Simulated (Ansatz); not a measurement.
## Electronic structure of BF3···H2 in real space

Input file:

```
crystal:
  periodic: [false, false, false]
  atoms:
    - {symbol: B, position_ang: [-0.573875, -0.692392, 0.227044]}
    - {symbol: H, position_ang: [0.997113, 1.420740, -0.794845]}
    - {symbol: F, position_ang: [-0.126956, -1.423886, -0.765468]}
    - {symbol: F, position_ang: [-1.618686, 0.080867, 0.052848]}
    - {symbol: H, position_ang: [1.311472, 1.364992, -0.119290]}
    - {symbol: F, position_ang: [0.011031, -0.750322, 1.399810]}
basis:
  gaussian: {orbitals: def2-TZVPP}
hamiltonian: {xc: pbe0, dispersion: d4}
output: {orbitals: {seedname: orbitals}}
```

Command:

```sh
ansatz run in.yaml --threads 2 --pin off --events-out ev --progress --plain --max-ram 4352MiB
```

The product side of a reaction path; geometry: PBE0-D4/def2-TZVP.

These are results of Ansatz 0.2.0, RKS PBE0-D4/def2-TZVPP, not measurements.

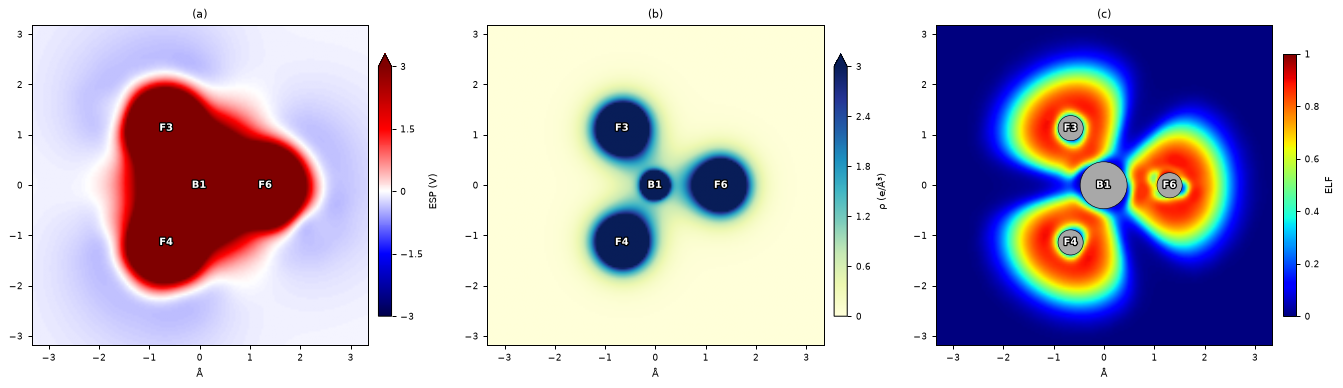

Figure 1. (a) electrostatic potential; (b) total electron density; (c) ELF on the plane of atoms F4, B1 and F6. Grey discs cover the atomic cores in the ELF map.

Question: What does the map show?

Answer: The plane passes through B and F nuclei.
B–F (1.31 Å): ρ at the midpoint is about 2.3 e/Å³; the ELF peaks at about 0.85 between the atoms (a polar covalent bond).
The ELF also peaks beside F4, F6 and F3, away from the bonds: lone-pair regions.
Outside the dense part of the complex the potential is most negative (−0.4 V) near F3 and F4.

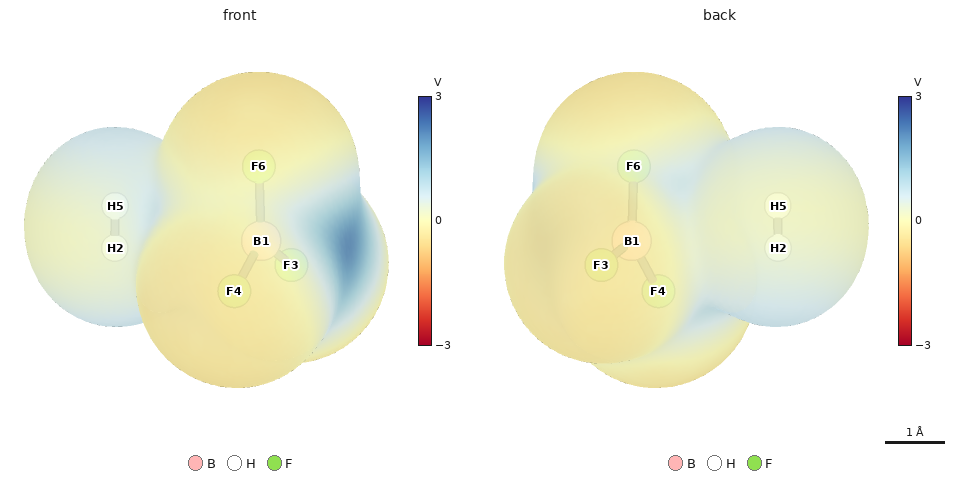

Figure 2. The electrostatic potential painted on the density surface at 0.001 e/bohr³, seen from the front and from behind; red is negative and blue positive.

Question: Describe the electrostatic potential map.

Answer: The most negative region (about −0.4 V, or −9 kcal/mol for a unit charge) lies over F3, F4 and F6, the most positive (about +2.0 V, or +46 kcal/mol for a unit charge) over B1.

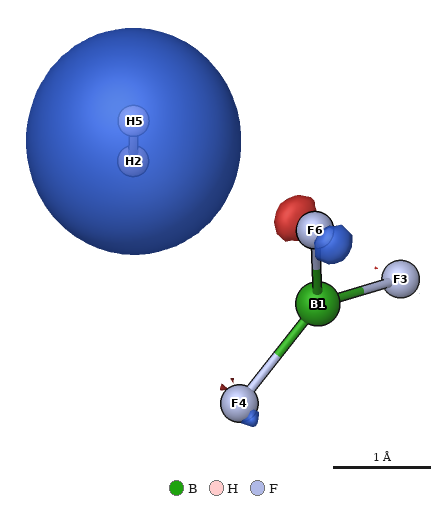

Figure 3. The HOMO−1 at ±0.15 Å⁻³ᐟ² (red and blue are the two phases), seen at an oblique angle.

Question: Where does this orbital lie, and at what energy?

Answer: Its weight (Hirshfeld) is mainly on H2 (about 50 %) and H5 (about 50 %). Its energy is −12.43 eV.
